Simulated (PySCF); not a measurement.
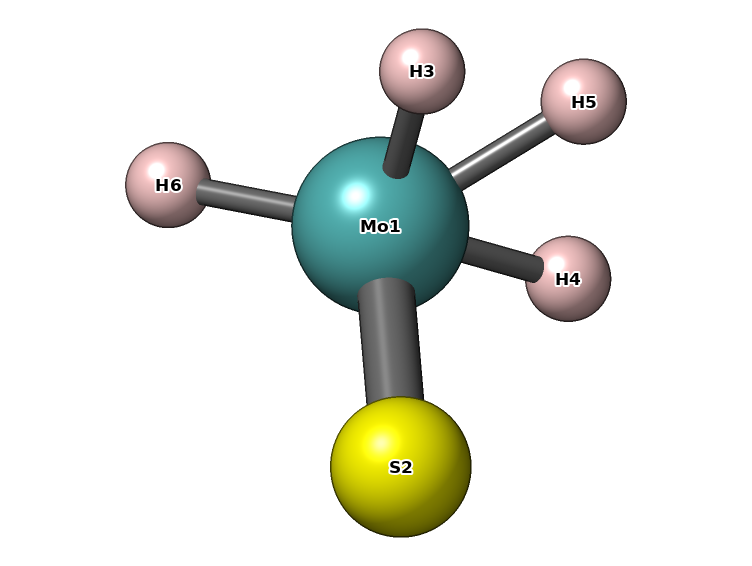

The thickness of each stick grows with its Mayer bond order. The species is neutral and a spin singlet. The computed structure is the end point of a PBE0/def2-TZVP with core potentials optimisation. Method: PBE0/def2-TZVP, core potentials on Mo (PySCF 2.14.0).

List the Mayer bond orders of Mo1–S2, Mo1–H3, Mo1–H5, Mo1–H6 (one bond of each equivalent set).

```csv
bond,Mayer order,length (Å)
Mo1–S2,2.36,2.059
Mo1–H3,0.93,1.656
Mo1–H5,0.88,1.661
Mo1–H6,0.93,1.741
```

The search tried a few shapes and spins; others may lie lower.
